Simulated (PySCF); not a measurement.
**C₃H₁₀OSi: one change and its effect**

System: C₃H₁₀OSi, SMILES C[SiH2]CCO.
Method of the first run: GIAO PBE0/6-31G* NMR shielding, non-relativistic, gas phase (PySCF 2.14.0).

The geometry comes from this level: PBE0-D3(BJ)/def2-SVP. Text and figures count atoms from 1; the logs count them from 0 in places.

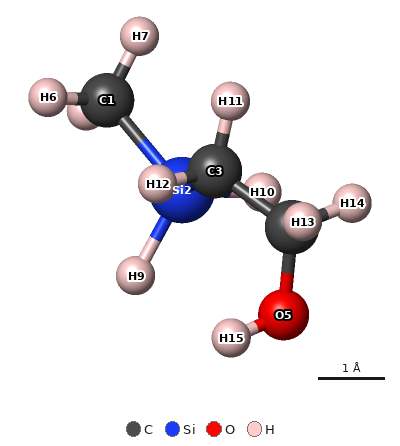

The input geometry (ball-and-stick view, seen at a tilt; atoms are numbered from 1 in the order of the input).

## The input, the first run
```
{"job": {"kind": "nmr", "xc": "PBE0", "basis": "6-31G*", "pop": true}, "charge": 0, "multiplicity": 1}
C      2.442557    -0.219447    -0.335931
Si     0.750384     0.601167    -0.417803
C     -0.606738    -0.668112    -0.043150
C     -2.000655    -0.181407    -0.420690
O     -2.251910     1.134339     0.004782
H      2.620962    -0.652197     0.661200
H      2.526869    -1.029382    -1.077318
H      3.244230     0.508087    -0.535552
H      0.709356     1.718925     0.576603
H      0.527391     1.172362    -1.783444
H     -0.377187    -1.609133    -0.572923
H     -0.559452    -0.913347     1.034463
H     -2.773150    -0.882037    -0.044010
H     -2.100272    -0.164631    -1.517772
H     -2.162253     1.161763     0.963541
```

The first line tells a small driver script what to run in PySCF; the rest is the geometry in Å.

Launched with:
```bash
OMP_NUM_THREADS=1 python <driver script> task.json out
```

Hardware: 1 CPU thread, shared host.

## Output (the first run)
```
coarse grid: 12168 points
cycle   1  E = -484.6307783391  dE =  2.104e-01  |g| = 6.624e-01  |ddm| = 3.139e+00
cycle   2  E = -484.5740231870  dE =  5.676e-02  |g| = 8.605e-01  |ddm| = 1.345e+00
cycle   3  E = -484.7234826120  dE = -1.495e-01  |g| = 7.861e-02  |ddm| = 8.265e-01
cycle   4  E = -484.7245744968  dE = -1.092e-03  |g| = 3.022e-02  |ddm| = 8.354e-02
cycle   5  E = -484.7247986754  dE = -2.242e-04  |g| = 4.014e-03  |ddm| = 3.026e-02
cycle   6  E = -484.7248027112  dE = -4.036e-06  |g| = 8.475e-04  |ddm| = 4.909e-03
final grid: 110480 points
cycle   7  E = -484.6720900768  dE = -1.530e-05  |g| = 8.356e-03  |ddm| = 1.683e-02
cycle   8  E = -484.6720791987  dE =  1.088e-05  |g| = 1.105e-02  |ddm| = 1.550e-02
cycle   9  E = -484.6721066351  dE = -2.744e-05  |g| = 8.606e-04  |ddm| = 8.913e-03
cycle  10  E = -484.6721067894  dE = -1.543e-07  |g| = 8.459e-05  |ddm| = 7.868e-04
cycle  11  E = -484.6721067910  dE = -1.586e-09  |g| = 2.258e-05  |ddm| = 1.159e-04
cycle  12  E = -484.6721067911  dE = -1.280e-10  |g| = 9.762e-06  |ddm| = 3.461e-05
converged SCF energy = -484.6721067911

GIAO shielding tensors (ppm)
atom      isotropic    diamagn.    paramagn.     s11        s22        s33       span
  0 C      199.331     250.624     -51.293    196.586    198.776    202.632      6.046
  1 Si     437.838     882.006    -444.168    410.922    439.740    462.852     51.930
  2 C      176.190     249.778     -73.588    156.024    174.312    198.235     42.211
  3 C      136.047     239.488    -103.441    109.309    129.557    169.274     59.965
  4 O      287.762     391.071    -103.309    260.504    287.422    315.359     54.855
  5 H       32.012      29.977       2.034     27.578     29.990     38.466     10.888
  6 H       31.982      29.688       2.294     27.520     29.850     38.576     11.056
  7 H       31.824      28.604       3.220     27.224     28.722     39.525     12.301
  8 H       27.559      30.535      -2.977     23.644     27.156     31.877      8.233
  9 H       27.476      30.160      -2.685     23.852     26.667     31.908      8.057
 10 H       31.380      31.098       0.281     26.807     30.429     36.902     10.095
 11 H       31.078      31.455      -0.377     27.316     30.459     35.460      8.144
 12 H       27.952      27.993      -0.041     22.732     27.900     33.223     10.491
 13 H       28.236      28.496      -0.260     24.042     28.050     32.617      8.575
 14 H       32.387      29.950       2.437     25.332     29.931     41.899     16.567
```

The input of the second run differs as follows (lines with − go, lines with + come):
```diff
-"basis": "6-31G*"
+"basis": "IGLO-III"
```

How does the second run compare with the first run?

The total energy of the second run is 78.2 kcal/mol lower, which measures the change of basis and not a stability. The HOMO goes from −7.57 to −7.86 eV. The LUMO goes from 1.73 to 0.47 eV. The dipole moment goes from 2.27 to 2.14 D. Of all shieldings, the largest change is that of Si2, by −54.9 ppm. The number of SCF iterations is the same. The basis functions go from 94 to 284.

## Output (the second run)
```
coarse grid: 12168 points
cycle   1  E = -484.6973152705  dE =  1.816e-01  |g| = 7.007e-01  |ddm| = 2.391e+00
cycle   2  E = -484.6087025583  dE =  8.861e-02  |g| = 9.877e-01  |ddm| = 1.201e+00
cycle   3  E = -484.7914018941  dE = -1.827e-01  |g| = 1.051e-01  |ddm| = 8.430e-01
cycle   4  E = -484.7930672946  dE = -1.665e-03  |g| = 4.241e-02  |ddm| = 6.832e-02
cycle   5  E = -484.7934706267  dE = -4.033e-04  |g| = 6.301e-03  |ddm| = 2.829e-02
cycle   6  E = -484.7934789935  dE = -8.367e-06  |g| = 1.169e-03  |ddm| = 4.813e-03
final grid: 110480 points
cycle   7  E = -484.7966894405  dE = -8.841e-05  |g| = 9.194e-03  |ddm| = 5.139e-02
cycle   8  E = -484.7966756777  dE =  1.376e-05  |g| = 1.230e-02  |ddm| = 1.088e-02
cycle   9  E = -484.7967065123  dE = -3.083e-05  |g| = 1.171e-03  |ddm| = 6.237e-03
cycle  10  E = -484.7967067322  dE = -2.199e-07  |g| = 3.838e-04  |ddm| = 9.011e-04
cycle  11  E = -484.7967067628  dE = -3.061e-08  |g| = 4.623e-05  |ddm| = 2.681e-04
cycle  12  E = -484.7967067633  dE = -4.102e-10  |g| = 1.730e-05  |ddm| = 3.983e-05
converged SCF energy = -484.7967067633

GIAO shielding tensors (ppm)
atom      isotropic    diamagn.    paramagn.     s11        s22        s33       span
  0 C      190.137     249.078     -58.941    187.206    189.587    193.618      6.412
  1 Si     382.954     891.305    -508.352    349.458    383.187    416.215     66.757
  2 C      162.120     253.448     -91.328    139.794    159.387    187.179     47.386
  3 C      119.452     242.330    -122.878     90.108    110.231    158.015     67.907
  4 O      276.157     381.941    -105.784    243.726    278.438    306.307     62.581
  5 H       31.341      29.476       1.866     27.202     29.229     37.593     10.392
  6 H       31.336      29.100       2.236     27.241     29.100     37.667     10.426
  7 H       31.131      27.750       3.381     26.894     28.036     38.463     11.569
  8 H       26.952      31.386      -4.433     23.304     26.669     30.884      7.580
  9 H       27.060      30.999      -3.938     23.625     26.270     31.286      7.661
 10 H       30.472      31.731      -1.259     26.173     29.479     35.764      9.592
 11 H       30.280      32.412      -2.131     26.675     29.702     34.463      7.788
 12 H       27.224      27.389      -0.165     22.016     27.345     32.311     10.294
 13 H       27.801      28.359      -0.558     23.635     27.798     31.969      8.334
 14 H       31.650      30.085       1.565     24.304     28.910     41.736     17.432
```

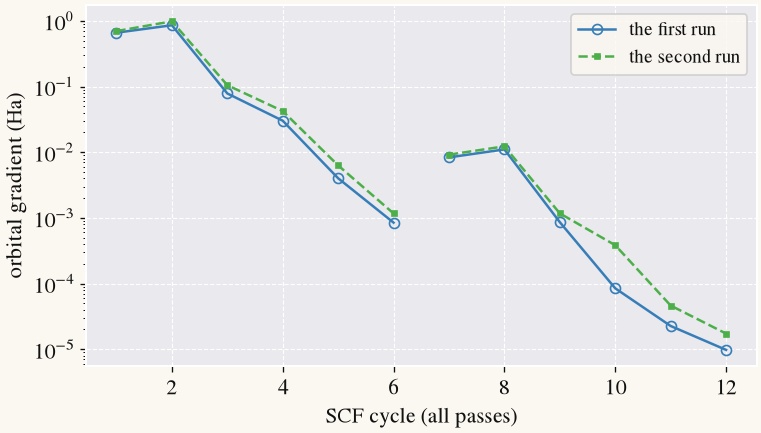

Convergence of the two runs: orbital gradient against the SCF cycle. A break in a curve parts two SCF passes (coarse and final grid). The first run takes 12 cycles in all, and the second run takes 12.

## The two runs side by side

```csv
quantity,the first run,the second run
outcome,converged,converged
total energy (hartree),−484.672107,−484.796707
HOMO (eV),−7.57,−7.86
LUMO (eV),1.73,0.47
dipole moment (D),2.27,2.14
shielding of C1 (ppm),199.3,190.1
shielding of Si2 (ppm),437.8,383.0
shielding of C3 (ppm),176.2,162.1
shielding of C4 (ppm),136.0,119.5
shielding of O5 (ppm),287.8,276.2
shielding of H11 (ppm),31.4,30.5
shielding of H12 (ppm),31.1,30.3
SCF iterations,12,12
basis functions,94,284
wall time (shared host),7.6 s,33 s
```
